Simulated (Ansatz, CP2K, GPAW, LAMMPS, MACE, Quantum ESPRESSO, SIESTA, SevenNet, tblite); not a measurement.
**Other levels on amorphous 57SiO2-30PbO-13Na2O (mol %) (62 atoms)**

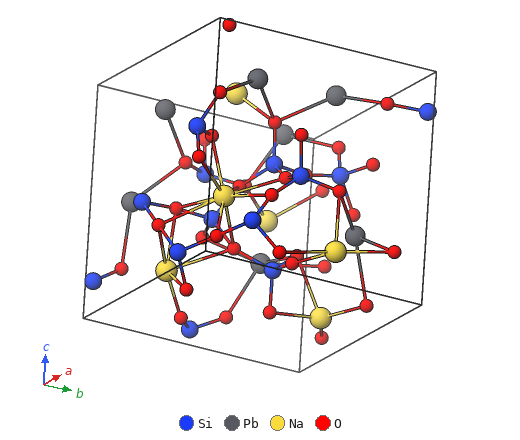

The cell (silicon blue, lead dark grey, sodium yellow, oxygen red). Bonds to atoms that aren't drawn are left out.

Density of this cell: 5.07 g/cm³. The cell holds 62 atoms: 13 Si, 7 Pb, 6 Na and 36 O. Its edges and angles: a = 9.392 Å, b = 9.392 Å, c = 9.392 Å, α = 90.0°, β = 90.0°, γ = 90.0°. 62 atoms (13 Si, 7 Sr, 6 Na, 36 O) placed at random at 3.47 g/cm³, melted at 5000 K for 10 ps at fixed volume with the Morse and Coulomb pair potential with partial charges (Pedone, Malavasi, Menziani, Cormack and Segre, J. Phys. Chem. B 110, 11780 (2006)). Quenched from 5000 K to 300 K at 10 K/ps and fixed volume, held 5 ps, then minimised at fixed cell. Then Sr was replaced by Pb and the cell scaled by 1.008 (the potential has no terms for the new elements, so the cell is a start for a DFT relaxation).

Geometry: as built.

The reference, a calculation:

* method: Kohn-Sham DFT, PBE, PAW, plane waves (Ansatz 0.2.0); cutoff 420 eV, Γ point, fermi-dirac smearing of 0.05 eV; PAW set soft_2
* r.m.s. force component: 0.8898 eV/Å
* longest force: 2.929 eV/Å
* pressure: 6.803 GPa
* gap (highest filled to lowest empty level): 2.603 eV
* SCF cycles: 9
* time: 3.8 s on 8 threads of Arm Neoverse V2, shared host
* CPU time: 26 s

Runs, in no order:
A. CP2K PBE, DZVP-MOLOPT-SR, 800/50 Ry, TRS4 filter 1e-04, SCF 1e-05: Kohn-Sham DFT, PBE, GTH-PBE pseudopotentials, Gaussian and plane waves, DZVP-MOLOPT-SR-GTH, linear-scaling purification of the density matrix
B. MACE MP-0b2 small potential: machine-learned interatomic potential MACE MP-0b2 small, trained on PBE(+U) plane-wave data
C. SIESTA PBE, SZ, shift 0.02 Ry, mesh 500 Ry: Kohn-Sham DFT, PBE, PseudoDojo 0.4.1 norm-conserving pseudopotentials (converted to PSML), numerical atomic orbitals (SZ), diagonalisation
D. GPAW PBE, LCAO dzp, h 0.18 Å, other mixer settings: Kohn-Sham DFT, PBE, PAW, atomic orbitals (dzp)

Q: Order them from the smallest to the largest r.m.s. force difference.

B, A, D, C.

```csv
run,"Δ force, r.m.s. (meV/Å)",share of r.m.s. force (%),CPU time
B. MACE MP-0b2 small potential,96.4,10.8,5.8 s
"A. CP2K PBE, DZVP-MOLOPT-SR, 800/50 Ry, TRS4 filter 1e-04, SCF 1e-05",188,21.2,91 s
"D. GPAW PBE, LCAO dzp, h 0.18 Å, other mixer settings",385,43.3,3.5 min
"C. SIESTA PBE, SZ, shift 0.02 Ry, mesh 500 Ry",1426,160,59 s
```

Machine-learned potentials mimic data converged in k, so the reference's own k-point error enters their differences. The network of bonds at the start is that of the classical potential that made the cell, and needn't be the one that DFT or experiment would give. The electronic-structure runs sample only Γ, in a cell whose shortest periodic width is 9 Å.

[Logs are printed without paths, hosts, clocks, repeated set-up lines and the standing remarks that a program may print on its own settings, such as how far it seeks lower states.]

[Hosts, paths, dates, database ids (printed as entryN), source tags and the programs' standing remarks are cut or masked in the printed files.]
